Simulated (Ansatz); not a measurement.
# Direct or indirect: BN (P6_3mc)

```yaml
crystal:
  lattice:
    - [2.53600, 0.00000, 0.00000]
    - [-1.26800, 2.19624, 0.00000]
    - [0.00000, 0.00000, 4.19900]
  atoms:
    - { symbol: N, position: [0.33333, 0.66667, 0.87500] }
    - { symbol: N, position: [0.66667, 0.33333, 0.37500] }
    - { symbol: B, position: [0.33333, 0.66667, 0.50000] }
    - { symbol: B, position: [0.66667, 0.33333, 0.00000] }
```

Method: Ansatz, PBE, independent particles, without spin-orbit coupling, line width 0.1 eV (Gaussian). The band structure gives a fundamental gap of 5.22 eV. The spectrum of vertical transitions near the edge:

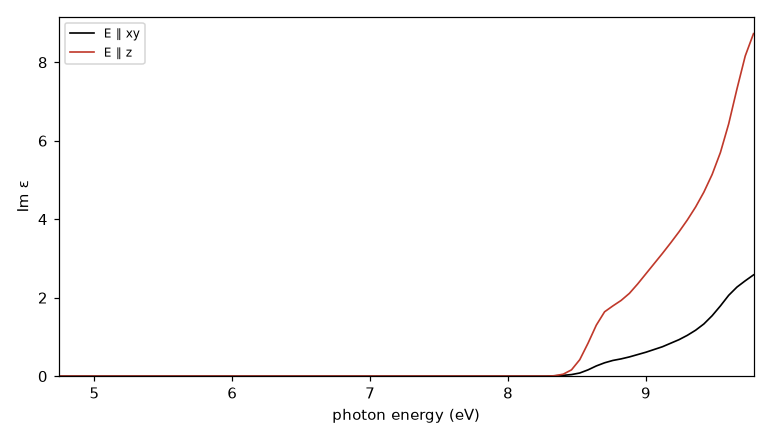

(1) Is the gap direct or indirect, and about where do vertical transitions set in?

Answers

(1) Indirect, by the band path, whose least direct gap is 8.36 eV. The curves fit this: they stay near zero above 5.22 eV and rise only from about 8.4 eV, though a forbidden direct transition would look alike. Lines are broadened by 0.1 eV, which spreads the edge, and phonons, which would give weak absorption from the fundamental gap up, are left out.

[Logs are printed without paths, hosts, clocks, repeated set-up lines and the standing remarks that a program may print on its own settings, such as how far it seeks lower states.]
